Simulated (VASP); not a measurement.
Data:

```
MoP
1.0
    3.19362     0.00000     0.00000
   -1.59681     2.76575     0.00000
    0.00000     0.00000     6.39686
Mo P
2 2
Direct
  0.00000   0.00000   0.00000
  0.00000   0.00000   0.50000
  0.33333   0.66667   0.25000
  0.66667   0.33333   0.75000
```

These are PBEsol GGA, VASP's PBE PAW potentials (set 64) (plane waves; VASP) values and carry that method's errors. Numerical set-up: 400 eV cut-off, 12×12×6 Γ-centred mesh, tetrahedra with Blöchl corrections, potentials Mo_sv P.

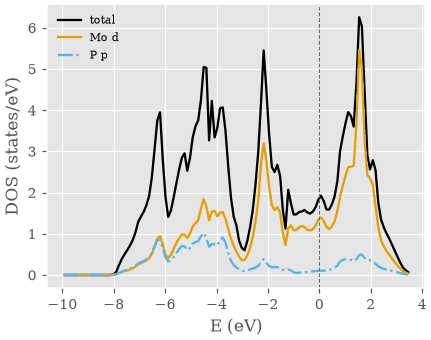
Total and projected density of states, zero at the Fermi level

Within 2 eV below the Fermi level the largest weight inside VASP's projection spheres is Mo d.

It has no gap at this level: it comes out as a metal or semimetal.

The structure was generated: MoP was put into the NiAs type type (P6_3/mmc), which need not be its known phase. It was relaxed first, which changed the volume by -35 %.
